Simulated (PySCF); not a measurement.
Consider C2H5AlCl2.

```tsv
atom	x (Å)	y (Å)	z (Å)
C	-1.3502	0.2233	-0.0173
C	-0.1066	-0.6310	0.2220
Al	1.5981	0.2129	-0.1542
Cl	1.7161	2.1862	-0.8909
Cl	3.4138	-0.8129	0.1523
H	-1.3566	1.1258	0.6129
H	-1.4176	0.5670	-1.0611
H	-2.2736	-0.3360	0.2023
H	-0.0615	-0.9908	1.2663
H	-0.1368	-1.5552	-0.3849
```

Geometry: PBE0-D3(BJ)/ma-def2-SVP.

These are results of DFT single point, gas phase, functional wB97X (PySCF 2.14.0, density-fitted response routines), not measurements.

**What will maps of the electron density and electron localisation function show?**

C–C (1.53 Å): ρ at the midpoint is about 1.6 e/Å³; the ELF peaks at about 0.95 between the atoms: localised, covalent bonding.
C–Al (1.94 Å): ρ at the midpoint is about 0.76 e/Å³; the ELF peaks at about 0.95 between the atoms: a shared but strongly polarised pair.
Al–Cl (2.11 Å): the density is about 0.7 e/Å³ at the midpoint; the ELF peaks at about 0.90 in the valence shell of Cl, 0.9 Å from its nucleus, and is about 0.85 at the midpoint.
C–H (1.10 Å): ρ is about 1.9 e/Å³ halfway; the ELF climbs to about 1 towards the hydrogen, as it does in any bond to H; a covalent bond by its length.

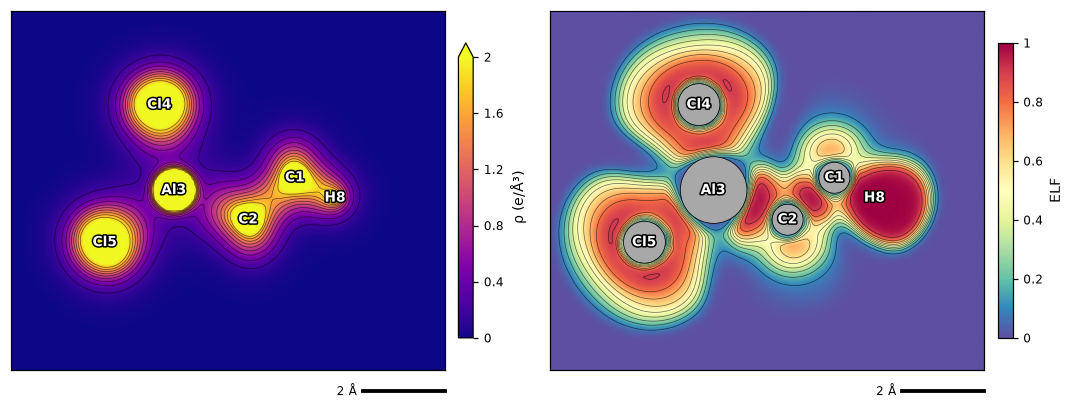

Computed electron density and electron localisation function on the plane of atoms C1, C2 and Al3, in this order. Grey discs cover the atomic cores in the ELF map. 
